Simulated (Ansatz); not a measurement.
```tsv
atom	x (Å)	y (Å)	z (Å)
Si	0.0597	-0.1017	0.1205
H	0.2332	-0.3588	1.6092
C	1.7846	0.0880	-0.7046
H	2.3724	-0.8382	-0.5891
H	1.6778	0.2991	-1.7820
H	2.3482	0.9159	-0.2435
H	-0.7159	1.1984	-0.0221
C	-0.9463	-1.5380	-0.6648
H	-1.9308	-1.6365	-0.1775
H	-1.1086	-1.3539	-1.7406
H	-0.4071	-2.4943	-0.5538
```

Computed with RKS PBE-D4/6-31G in Ansatz.

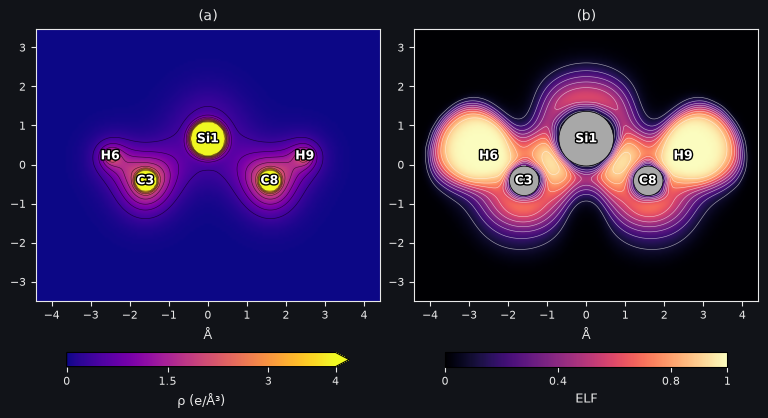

C$_{2}$H$_{8}$Si. (a) electron density; (b) ELF on the plane of atoms Si1, C3 and H6. Grey discs cover the atomic cores in the ELF map.

Q: Describe what can be read from this map.

A: Atoms in the plane: Si, C and H.
C–Si (1.92 Å): ρ at the midpoint is about 0.78 e/Å³; the ELF peaks at about 0.95 between the atoms; a covalent bond.
C–H (1.10 Å): ρ is about 1.8 e/Å³ halfway; the ELF climbs to about 1 towards the hydrogen, as it does in any bond to H: a covalent bond by its length.
